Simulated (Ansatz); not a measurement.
System: H2B (cation, charge +1), singlet: map of symmetric stretch and bend. Scanned: B-H bond length and H-B-H angle.

Level of theory: Ansatz (a program for electronic structure) with RHF/cc-pVDZ.

Energy in kcal/mol above the lowest grid point; x is the B-H bond length (Å), y the H-B-H angle (°).

```csv
y \ x,0.99,1.04,1.10,1.16,1.24,1.29,1.35,1.39,1.46,1.53,1.58
180,32.3,15.8,4.4,0.0,2.2,6.9,15.1,21.7,34.7,49.1,59.8
171.49,33.0,16.4,5.0,0.6,2.8,7.5,15.6,22.2,35.2,49.6,60.3
160.49,35.8,19.2,7.6,3.2,5.2,9.9,18.0,24.5,37.5,51.7,62.4
148.02,41.7,24.9,13.2,8.6,10.4,15.0,22.9,29.3,42.1,56.2,66.7
139.98,47.0,30.2,18.3,13.6,15.2,19.6,27.4,33.7,46.3,60.2,70.6
129.34,56.1,39.1,27.0,22.0,23.3,27.5,35.0,41.1,53.4,67.1,77.3
118.34,68.1,50.8,38.4,33.1,34.0,37.9,45.1,51.0,62.9,76.1,86.0
108.21,81.5,64.0,51.4,45.7,46.1,49.7,56.5,62.2,73.6,86.4,95.9
102.26,90.7,73.0,60.2,54.3,54.4,57.8,64.4,69.9,81.0,93.4,102.8
90.91,110.8,92.8,79.6,73.3,72.8,75.8,81.8,87.0,97.5,109.3,118.2
77.57,139.4,121.1,107.3,100.5,99.2,101.8,107.2,111.9,121.7,132.8,141.1
70,158.3,139.7,125.6,118.5,116.9,119.1,124.3,128.8,138.2,148.9,157.0
```

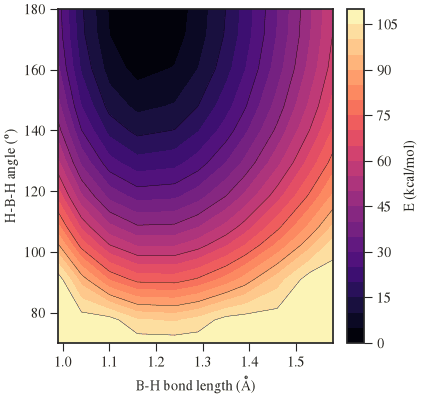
Energy surface, cut off at 108 kcal/mol.

Points that lie below all their neighbours on the grid: x = 1.16, y = 180 on the edge of the grid (0.0 kcal/mol).
